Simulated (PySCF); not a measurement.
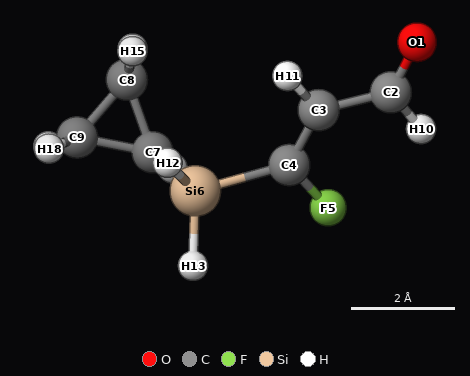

The structure (ball-and-stick view, seen at a tilt; atoms are numbered from 1 in the order of the input). Bond lengths as drawn: C–C 1.34 to 1.51 Å, C–F 1.35 Å, C–H 1.08 to 1.11 Å, C–O 1.21 Å, C–Si 1.88 to 1.91 Å and H–Si 1.46 Å.

# Run report: C₆H₉FOSi, NMR shielding calculation

The run: NMR shielding calculation of C₆H₉FOSi. Method and program: GIAO PBE0/pcSseg-1 NMR shielding, non-relativistic, gas phase (PySCF 2.14.0).

The geometry comes from this level: GFN2-xTB. It belongs to a series of runs on one base structure; here: H on Si replaced by cPr. Figures and captions count atoms from 1; the log counts them from 0 in places.

### The program's output
```
coarse grid: 15896 points
cycle   1  E = -697.6823650946  dE =  1.313e+00  |g| = 8.923e-01  |ddm| = 3.850e+00
cycle   2  E = -697.1462916536  dE =  5.361e-01  |g| = 1.825e+00  |ddm| = 3.198e+00
cycle   3  E = -697.8373596336  dE = -6.911e-01  |g| = 2.086e-01  |ddm| = 2.671e+00
cycle   4  E = -697.8452831889  dE = -7.924e-03  |g| = 1.016e-01  |ddm| = 2.728e-01
cycle   5  E = -697.8470652429  dE = -1.782e-03  |g| = 2.287e-02  |ddm| = 8.683e-02
cycle   6  E = -697.8471646350  dE = -9.939e-05  |g| = 8.463e-03  |ddm| = 2.412e-02
cycle   7  E = -697.8471784188  dE = -1.378e-05  |g| = 2.166e-03  |ddm| = 7.857e-03
cycle   8  E = -697.8471792220  dE = -8.032e-07  |g| = 9.159e-04  |ddm| = 2.653e-03
final grid: 150336 points
cycle   9  E = -697.9177819481  dE = -2.595e-05  |g| = 1.291e-02  |ddm| = 3.086e-02
cycle  10  E = -697.9176941815  dE =  8.777e-05  |g| = 2.482e-02  |ddm| = 3.182e-02
cycle  11  E = -697.9178156570  dE = -1.215e-04  |g| = 2.684e-03  |ddm| = 2.288e-02
cycle  12  E = -697.9178172257  dE = -1.569e-06  |g| = 2.994e-04  |ddm| = 2.380e-03
cycle  13  E = -697.9178172384  dE = -1.277e-08  |g| = 1.590e-04  |ddm| = 3.892e-04
cycle  14  E = -697.9178172425  dE = -4.041e-09  |g| = 4.742e-05  |ddm| = 1.564e-04
cycle  15  E = -697.9178172429  dE = -4.363e-10  |g| = 1.486e-05  |ddm| = 5.232e-05
```

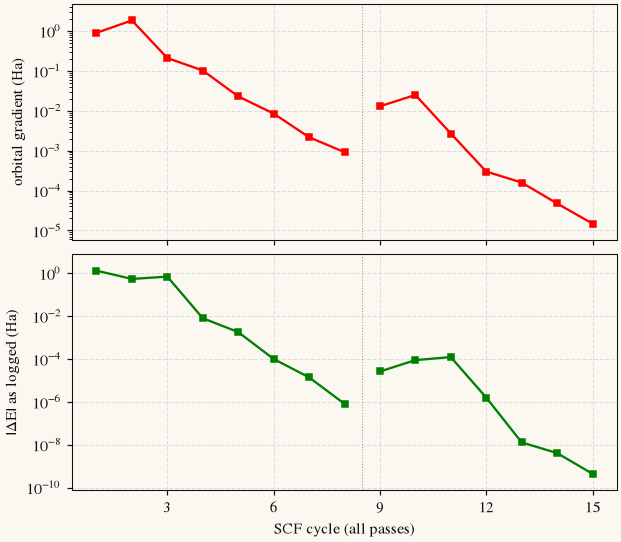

Convergence of the self-consistent field: orbital gradient and size of the energy change against the SCF cycle. The dotted line marks the change from a coarse to the final integration grid. The first 8 cycles use a coarse grid, the final grid takes over at cycle 9, and the field converges after 15 cycles in all.

```
converged SCF energy = -697.9178172429

GIAO shielding tensors (ppm)
atom      isotropic    diamagn.    paramagn.     s11        s22        s33       span
  0 O     -369.377     393.535    -762.912  -1081.429   -415.717    389.015   1470.444
  1 C       -3.191     245.518    -248.709    -91.342    -26.297    108.067    199.409
  2 C       55.727     258.724    -202.997    -50.914     87.769    130.326    181.240
  3 C       -9.315     259.619    -268.933   -115.894     16.331     71.619    187.513
  4 F      262.153     474.535    -212.382    129.730    203.754    452.974    323.244
  5 Si     383.708     881.809    -498.101    359.186    377.992    413.946     54.761
  6 C      191.019     252.894     -61.875    160.716    185.880    226.460     65.743
  7 C      182.432     249.696     -67.264    152.436    177.939    216.919     64.483
  8 C      182.593     257.026     -74.432    155.892    178.062    213.827     57.935
  9 H       21.223      26.954      -5.731     18.562     20.750     24.358      5.796
 10 H       25.950      34.768      -8.818     21.913     25.110     30.829      8.916
 11 H       27.982      31.037      -3.055     24.765     26.476     32.705      7.940
 12 H       26.909      29.219      -2.311     23.355     25.223     32.148      8.793
 13 H       31.618      32.434      -0.816     24.352     28.369     42.133     17.781
 14 H       31.360      32.324      -0.964     25.672     28.134     40.275     14.603
 15 H       30.878      30.690       0.188     25.192     26.284     41.157     15.965
 16 H       30.842      30.368       0.474     24.918     26.304     41.304     16.386
 17 H       31.396      31.830      -0.434     25.242     28.487     40.458     15.216
```

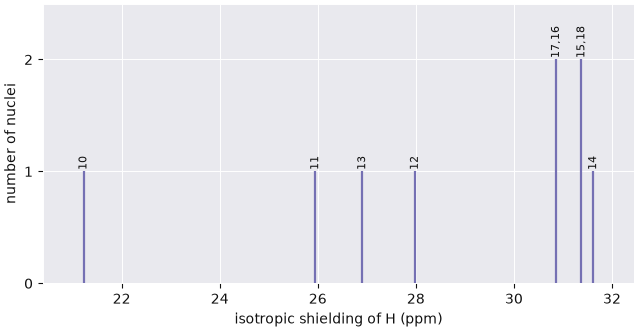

Isotropic shieldings of the hydrogen nuclei in this fixed geometry, labelled by atom number; shielding grows to the right, so chemical shift grows to the left. The least shielded is H10 (21.2 ppm), the most shielded H14 (31.6 ppm).

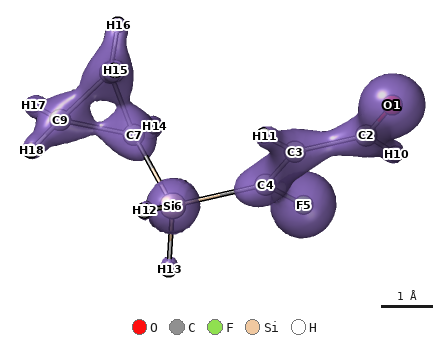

Isosurface of the electron density at 1.5 e/Å³ (purple), seen at a tilt. At this value the surface falls into five separate pieces. It is pinched off along the C–Si (1.88 Å) contacts. On the grid the lowest density along these lines, outside the cores, is 2.9 e/Å³ (C–O, 1.21 Å), 2.3 e/Å³ (C–C, 1.34 Å), 1.7 e/Å³ (C–F, 1.35 Å) and 0.8 e/Å³ (C–Si, 1.88 Å).

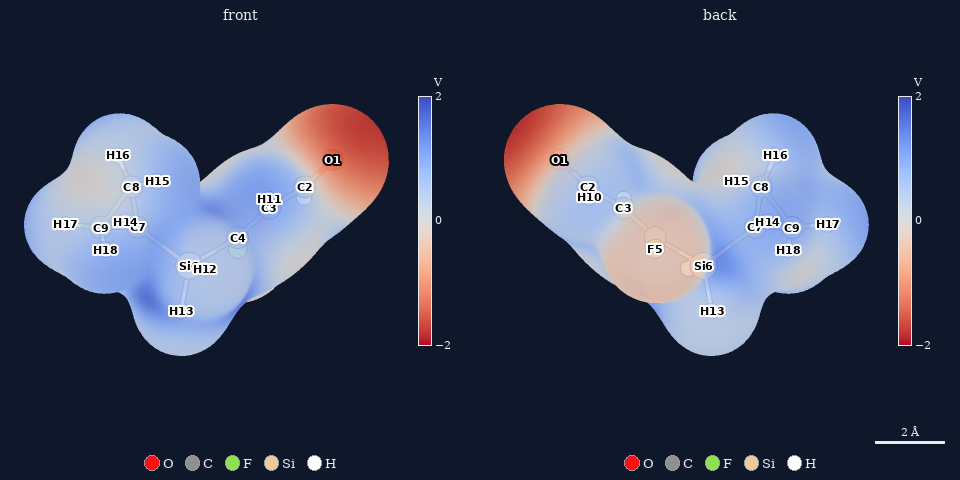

The molecular electrostatic potential painted on the density surface at 0.002 e/bohr³, seen at a tilt and from behind; red is negative and blue positive. Its dipole moment is 4.24 D.

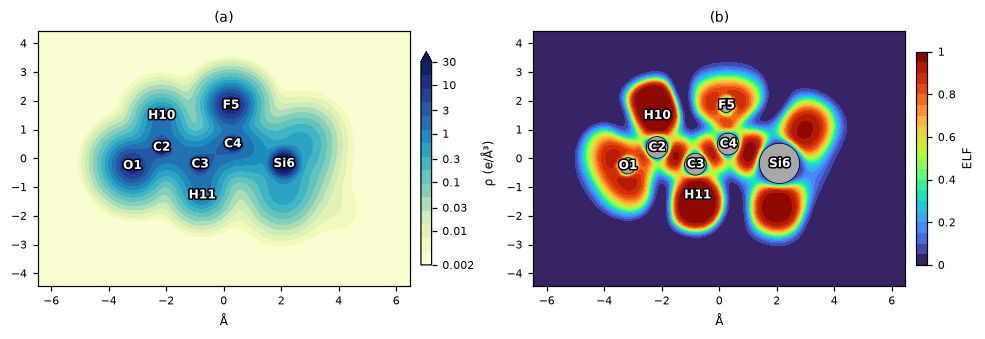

(a) electron density; (b) electron localisation function on the plane of atoms C3, C4 and Si6. Grey discs, where drawn, cover atomic cores. Atoms in the plane: O, C, F, Si and H. C–F (1.35 Å): ρ is about 2.2 e/Å³ halfway, with its minimum of 1.7 e/Å³ about 0.5 Å from C; the ELF peaks at about 0.85 between the atoms (a polar covalent bond). C–Si (1.91 Å): ρ at the midpoint is about 0.93 e/Å³; the ELF peaks at about 1 between the atoms, which marks a covalent bond. C–H (1.08 Å): ρ is about 2 e/Å³ halfway; the ELF climbs to about 1 towards the hydrogen, as it does in any bond to H (a covalent bond by its length).

This output came from the following input.

### The input
```
{"job": {"kind": "nmr", "xc": "PBE0", "basis": "pcSseg-1"}, "charge": 0, "multiplicity": 1}
O      4.438011     0.519555     0.664660
C      3.586961     0.405871    -0.181945
C      2.267773    -0.176075     0.045831
C      1.314645    -0.287810    -0.885205
F      1.569894     0.163356    -2.131203
Si    -0.447045    -0.984308    -0.670811
C     -1.555683     0.477417    -0.248735
C     -1.684366     0.943712     1.178515
C     -2.832827     0.261879     0.517485
H      3.760944     0.747177    -1.218860
H      2.059742    -0.535616     1.041684
H     -0.396339    -1.948373     0.429433
H     -0.825596    -1.601057    -1.942913
H     -1.596018     1.266800    -0.991934
H     -1.147021     0.407339     1.945850
H     -1.748991     2.005593     1.362526
H     -3.695899     0.850224     0.244516
H     -3.076945    -0.742166     0.829449
```

The first line tells a small driver script what to run in PySCF; the rest is the geometry in Å.

Run as:
```bash
OMP_NUM_THREADS=1 python <driver script> task.json out
```

### Key numbers

| quantity | value |
| --- | --- |
| outcome | converged |
| total energy | −697.917817 hartree |
| HOMO | −7.37 eV |
| LUMO | −1.95 eV |
| dipole moment | 4.24 D |
| isotropic shielding, O | −369.4 ppm |
| isotropic shielding, C | −9.3 to 191.0 ppm |
| isotropic shielding, F | 262.2 ppm |
| isotropic shielding, Si | 383.7 ppm |
| isotropic shielding, H | 21.2 to 31.6 ppm |
| hardware | 1 CPU thread, shared host |
| wall time | 85 s |
| peak memory | 0.92 GiB |
